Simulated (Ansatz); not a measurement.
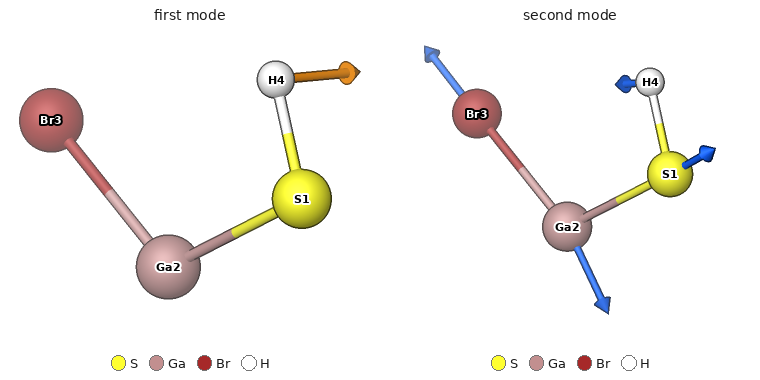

The system is BrGaHS, SMILES [SH][Ga][Br], spin multiplicity 2; the picture shows the reference structure; its two panels give the patterns of the first and the second mode as arrows. First axis: normal mode 2 (254 cm⁻¹). Second axis: normal mode 3 (284 cm⁻¹). Nothing is relaxed (straight displacements along the two mass-weighted modes). Grid: 15 × 15 points; 120 points were computed and 105 follow by symmetry. Points are written as (first, second). Energies: cm⁻¹, counted from the relaxed molecule at the same level. Method: Ansatz 0.2.0, UHF/def2-SVP.

Its coordinates:

```xyz
4

S    -0.7016    1.2313   -0.7041
Ga   -0.7504   -0.9515   -0.2167
Br    1.0410   -1.8176    1.0016
H     0.4665    1.4776   -0.1011
```

Range: normal mode 2 (254 cm⁻¹) from −0.469 to 0.469 amu½·Å; normal mode 3 (284 cm⁻¹) from −1.421 to 1.421 amu½·Å.

Q: What will the energy surface look like?

A: The lowest grid point is at (0.000 amu½·Å, 0.000 amu½·Å), 1 cm⁻¹ from the relaxed molecule at the same level. It is the only kind of minimum in the scanned range. The highest grid point, (−0.469 amu½·Å, −1.421 amu½·Å), lies 4185 cm⁻¹ above the lowest.

```
normal mode 3 (284 cm⁻¹) ↓, normal mode 2 (254 cm⁻¹) →  −0.469  −0.402  −0.335  −0.268  −0.201  −0.134  −0.067  0.000  0.067  0.134  0.201  0.268  0.335  0.402  0.469
                                                 1.421    2765    2424    2187    2033    1942    1893    1870   1864   1870   1893   1942   2033   2187   2424   2765
                                                 1.218    2304    1966    1733    1582    1494    1447    1426   1420   1426   1447   1494   1582   1733   1966   2304
                                                 1.015    1893    1558    1327    1180    1093    1049    1029   1024   1029   1049   1093   1180   1327   1558   1893
                                                 0.812    1539    1206     978     832     748     704     685    680    685    704    748    832    978   1206   1539
                                                 0.609    1249     917     690     546     463     421     403    398    403    421    463    546    690    917   1249
                                                 0.406    1030     700     474     331     249     207     189    185    189    207    249    331    474    700   1030
                                                 0.203     892     562     337     194     112      71      53     49     53     71    112    194    337    562    892
                                                 0.000     846     515     289     146      64      23       5      1      5     23     64    146    289    515    846
                                                −0.203     901     569     343     199     116      74      56     51     56     74    116    199    343    569    901
                                                −0.406    1071     738     509     364     280     237     218    214    218    237    280    364    509    738   1071
                                                −0.609    1369    1033     803     655     570     526     506    501    506    526    570    655    803   1033   1369
                                                −0.812    1811    1472    1239    1089    1001     955     935    929    935    955   1001   1089   1239   1472   1811
                                                −1.015    2414    2072    1835    1682    1592    1544    1522   1516   1522   1544   1592   1682   1835   2072   2414
                                                −1.218    3199    2852    2611    2454    2361    2310    2287   2281   2287   2310   2361   2454   2611   2852   3199
                                                −1.421    4185    3835    3589    3428    3331    3277    3252   3245   3252   3277   3331   3428   3589   3835   4185
```

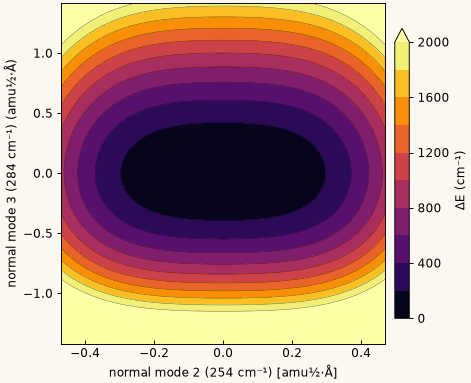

In the figure: filled contours, one colour for all values above the top of the scale. Between grid points the surface is interpolated.

The whole map (120 points run) took 15 min on 1 thread of Arm Neoverse N1, with other jobs on the host.
